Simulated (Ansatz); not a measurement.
**triplet GaNH2ClF: levels of theory compared**

Wanted: a comparison of 6 runs (UHF/STO-3G, UHF/6-31G*, U-wB97M-V/6-31G*, UPBE0/6-31G*, USVWN5/6-31G*, UB3LYP/6-31G*) of triplet GaNH2ClF. 

The results are computed with Ansatz 0.2.0.

128 further runs of the same task are left out: 128 set aside as unsound or not needed.

## Step 1: The system as given

GaNH2ClF has 6 atoms, charge 0, and is taken as a triplet. As SMILES of the parent species, `[NH2][Ga]([F])[Cl]`. The coordinates come from a PBE0-D4/def2-TZVP relaxation. That shape belongs to the parent species and isn't relaxed for this state.

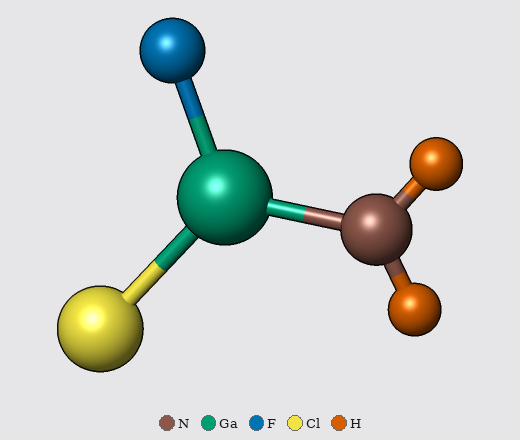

Viewed from a chosen angle; nitrogen brown, gallium teal, fluorine blue, chlorine yellow, hydrogen orange.

## Step 2: The energy at UHF/STO-3G (run 1)

input.yaml

```yaml
crystal:
  periodic: [false, false, false]
  atoms:
    - {symbol: "N", position_ang: [-0.193400, 1.027000, -0.045900]}
    - {symbol: Ga, position_ang: [0.233000, -0.711000, 0.012900]}
    - {symbol: F, position_ang: [1.569300, -1.221300, 1.009300]}
    - {symbol: Cl, position_ang: [-0.740100, -2.208600, -1.123700]}
    - {symbol: H, position_ang: [0.201900, 1.691500, 0.596800]}
    - {symbol: H, position_ang: [-1.028600, 1.358600, -0.495600]}
basis:
  gaussian:
    orbitals: STO-3G
magnetization:
  spin_polarized: true
  initial_magnetization: 2
hamiltonian:
  xc: hf
accuracy: high
output: {orbitals: {seedname: orbitals}}
```

Started as:

```sh
$ ansatz run input.yaml --threads 1 --pin off --max-ram 3480MiB --events-out events.jsonl --progress --plain --runs-dir runs
```

The program printed:

```text
Warning: RAYON_NUM_THREADS=1 ignored (pool sized by the plan → 1); use --threads N
Functional definition: HF
  name "HF"
  exchange = exact_x
  correlation = 0
682 factors; integrals over basis functions are off by at most 1.2e-8 eV
mean field evaluation 1: about -68251.4102 eV, gradient 2.8e1 eV
mean field evaluation 2: about -68251.5572 eV, gradient 2.8e1 eV
mean field evaluation 4: about -68257.5614 eV, gradient 3.5e0 eV
mean field evaluation 8: about -68257.9416 eV, gradient 1.1e0 eV
mean field evaluation 16: about -68259.4309 eV, gradient 3.7e-2 eV
mean field evaluation 32: about -68259.3817 eV, gradient 6.3e-2 eV
mean field evaluation 64: about -68259.3728 eV, gradient 7.9e-2 eV
mean field evaluation 96: about -68259.3551 eV, gradient 8.3e-1 eV
mean field evaluation 128: about -68259.3505 eV, gradient 1.9e-1 eV
mean field evaluation 160: about -68259.3377 eV, gradient 9.5e-2 eV
mean field evaluation 192: about -68257.7824 eV, gradient 2.9e-1 eV
mean field evaluation 224: about -68259.1919 eV, gradient 3.3e-1 eV
mean field -68259.41122068 eV, -2508.4870944692 hartree, gradient 4.0e-8 eV, S^2 2.024333; 2 other end points of the search recorded, 0 dependent functions left out
reference -68259.41122068 eV, -2508.4870944692 hartree; 34, 32 occupied and 5, 7 virtual orbitals, 682 factors
Total energy: -68259.41122068 eV, -2508.4870944692 hartree
```

Run time: 3.3 s. Hardware: 1 thread of Arm Neoverse V1, shared host; peak memory 0.13 GiB.

## Step 3: A single-point energy at UHF/6-31G(d) (spherical functions) (run 2)

in.yaml

```yaml
crystal:
  periodic: [false, false, false]
  atoms:
    - {symbol: N, position_ang: [-0.193400, 1.027000, -0.045900]}
    - {symbol: Ga, position_ang: [0.233000, -0.711000, 0.012900]}
    - {symbol: F, position_ang: [1.569300, -1.221300, 1.009300]}
    - {symbol: Cl, position_ang: [-0.740100, -2.208600, -1.123700]}
    - {symbol: H, position_ang: [0.201900, 1.691500, 0.596800]}
    - {symbol: H, position_ang: [-1.028600, 1.358600, -0.495600]}
basis:
  gaussian:
    orbitals: 6-31G_st_-spherical.json
magnetization:
  spin_polarized: true
  initial_magnetization: 2
hamiltonian:
  xc: hf
accuracy: high
output: {orbitals: {seedname: orbitals}}
```

The basis set 6-31G* is read from a file made from the Basis Set Exchange's data (not shown).

Started as:

```sh
$ ansatz run in.yaml --threads 1 --pin off --max-ram 3480MiB --events-out events.jsonl --progress --plain --runs-dir runs
```

The program printed:

```text
Warning: RAYON_NUM_THREADS=1 ignored (pool sized by the plan → 1); use --threads N
[... 4 set-up lines as earlier in the session ...]
1713 factors; integrals over basis functions are off by at most 4.7e-9 eV
mean field evaluation 1: about -69043.9902 eV, gradient 2.5e1 eV
mean field evaluation 2: about -69044.0007 eV, gradient 2.5e1 eV
mean field evaluation 4: about -69047.0407 eV, gradient 2.5e0 eV
mean field evaluation 8: about -69047.1940 eV, gradient 3.5e-1 eV
mean field evaluation 16: about -69047.2427 eV, gradient 1.3e-2 eV
mean field evaluation 32: about -69047.1047 eV, gradient 3.4e-1 eV
mean field evaluation 64: about -69041.6104 eV, gradient 3.0e0 eV
mean field evaluation 96: about -69046.8095 eV, gradient 8.4e-1 eV
mean field evaluation 128: about -69046.5376 eV, gradient 9.3e-1 eV
mean field evaluation 160: about -69047.2342 eV, gradient 1.9e-1 eV
mean field -69047.24274766 eV, -2537.4393690746 hartree, gradient 1.7e-8 eV, S^2 2.012352; 3 other end points of the search recorded, 0 dependent functions left out
reference -69047.24274766 eV, -2537.4393690746 hartree; 34, 32 occupied and 48, 50 virtual orbitals, 1713 factors
Total energy: -69047.24274766 eV, -2537.4393690746 hartree
```

It took 12 s on 1 thread of Arm Neoverse V1, shared host; peak memory 0.33 GiB.

Runs 3 to 4 aren't shown in full; the table further down has their settings and results.

## Step 4: A single-point energy at USVWN5/6-31G(d) (spherical functions) (run 5)

Edit input.yaml of step 2 so:

```diff
@@ -3,3 +3,3 @@
   atoms:
-    - {symbol: "N", position_ang: [-0.193400, 1.027000, -0.045900]}
+    - {symbol: N, position_ang: [-0.193400, 1.027000, -0.045900]}
     - {symbol: Ga, position_ang: [0.233000, -0.711000, 0.012900]}
@@ -11,3 +11,5 @@
   gaussian:
-    orbitals: STO-3G
+    orbitals: 6-31G_st_-spherical.json
+output: {orbitals: {seedname: orbitals}}
+accuracy: high
 magnetization:
@@ -16,4 +18,2 @@
 hamiltonian:
-  xc: hf
-accuracy: high
-output: {orbitals: {seedname: orbitals}}
+  xc: {name: SVWN5}
```

The basis set 6-31G* is read from a file made from the Basis Set Exchange's data (not shown).

Started as:

```sh
$ ansatz run input.yaml --threads 1 --pin off --max-ram 3480MiB --events-out events.jsonl --progress --plain --runs-dir runs
```

The program printed:

```text
Warning: RAYON_NUM_THREADS=1 ignored (pool sized by the plan → 1); use --threads N
Functional definition: SVWN5
  name "SVWN5"
  exchange = slater_x
  correlation = vwn5_c
1713 factors; integrals over basis functions are off by at most 4.7e-9 eV
mean field evaluation 1: about -68962.8227 eV, gradient 5.8e1 eV
mean field evaluation 2: about -68863.6054 eV, gradient 1.4e2 eV
mean field evaluation 4: about -68957.7875 eV, gradient 6.4e1 eV
mean field evaluation 8: about -68976.3693 eV, gradient 1.3e1 eV
mean field evaluation 16: about -68977.8453 eV, gradient 4.4e-2 eV
mean field evaluation 32: about -68970.6114 eV, gradient 3.0e1 eV
mean field evaluation 64: about -68977.0591 eV, gradient 3.9e0 eV
mean field -68977.84562260 eV, -2534.8890717677 hartree, gradient 3.5e-8 eV, S^2 2.001872; 10 other end points of the search recorded, 0 dependent functions left out
reference -68977.84562654 eV, -2534.8890719122 hartree; 34, 32 occupied and 48, 50 virtual orbitals, 1713 factors
Total energy: -68977.84562654 eV, -2534.8890719122 hartree
```

It took 13 s on 1 thread of Arm Neoverse V1, shared host; peak memory 0.24 GiB.

## Step 5: A single-point energy at UB3LYP/6-31G(d) (Cartesian functions) (run 6)

job.yaml

```yaml
crystal:
  periodic: [false, false, false]
  atoms:
    - {symbol: N, position_ang: [-0.193400, 1.027000, -0.045900]}
    - {symbol: Ga, position_ang: [0.233000, -0.711000, 0.012900]}
    - {symbol: F, position_ang: [1.569300, -1.221300, 1.009300]}
    - {symbol: Cl, position_ang: [-0.740100, -2.208600, -1.123700]}
    - {symbol: H, position_ang: [0.201900, 1.691500, 0.596800]}
    - {symbol: H, position_ang: [-1.028600, 1.358600, -0.495600]}
basis:
  gaussian:
    orbitals: "6-31G*"
output: {orbitals: {seedname: orbitals}}
magnetization:
  spin_polarized: true
  initial_magnetization: 2
hamiltonian:
  xc: {name: B3LYP}
accuracy: high
```

Started as:

```sh
$ ansatz run job.yaml --threads 1 --pin off --max-ram 3480MiB --events-out events.jsonl --progress --plain --runs-dir runs
```

The program printed:

```text
Warning: RAYON_NUM_THREADS=1 ignored (pool sized by the plan → 1); use --threads N
Functional definition: B3LYP
  name "B3LYP"
  parameter a0 = 0.2
  parameter ax = 0.72
  parameter ac = 0.81
  exchange = (1 - a0 - ax)*slater_x + ax*b88_x + a0*exact_x
  correlation = (1 - ac)*vwn_rpa_c + ac*lyp_c
1743 factors; integrals over basis functions are off by at most 4.0e-9 eV
mean field evaluation 1: about -69119.0883 eV, gradient 5.3e1 eV
mean field evaluation 2: about -69066.6021 eV, gradient 1.1e2 eV
mean field evaluation 4: about -69125.9700 eV, gradient 2.9e1 eV
mean field evaluation 8: about -69131.5350 eV, gradient 4.7e0 eV
mean field evaluation 16: about -69131.7866 eV, gradient 4.9e-2 eV
mean field evaluation 32: about -69131.7868 eV, gradient 6.5e-6 eV
mean field -69131.78676611 eV, -2540.5463044463 hartree, gradient 6.4e-8 eV, S^2 2.004051; 6 other end points of the search recorded, 0 dependent functions left out
reference -69131.78680463 eV, -2540.5463058620 hartree; 34, 32 occupied and 54, 56 virtual orbitals, 1743 factors
Total energy: -69131.78680463 eV, -2540.5463058620 hartree
```

It took 24 s on 1 thread of Arm Neoverse V1, shared host; peak memory 0.46 GiB.

## Step 6: The series

```
run                                   level  Cartesian functions   energy (Eh)  HOMO energy (eV)   ⟨S²⟩  wall time
  1                              UHF/STO-3G                   no  -2508.487094             -4.55  2.024      3.3 s
  2        UHF/6-31G* (spherical functions)                   no  -2537.439369             -4.90  2.012       12 s
  3  U-wB97M-V/6-31G* (spherical functions)                   no  -2540.294594             -5.01  2.004    3.3 min
  4      UPBE0/6-31G* (spherical functions)                   no  -2539.910548             -3.37  2.004       21 s
  5     USVWN5/6-31G* (spherical functions)                   no  -2534.889072             -2.67  2.002       13 s
  6     UB3LYP/6-31G* (Cartesian functions)                  yes  -2540.546306             -3.22  2.004       24 s
```

## Step 7: Summary of results

| quantity | value |
| --- | --- |
| run 6: total energy | -2540.54631 Eh |
| run 6: HOMO energy (highest over α and β) | -3.22 eV |
| run 6: ⟨S²⟩ | 2.004 |

In words: Totals of different functionals can't be ranked against each other. In run 1 the basis is minimal, so the values are rough. All runs together took 4.5 min, the longest 3.3 min.
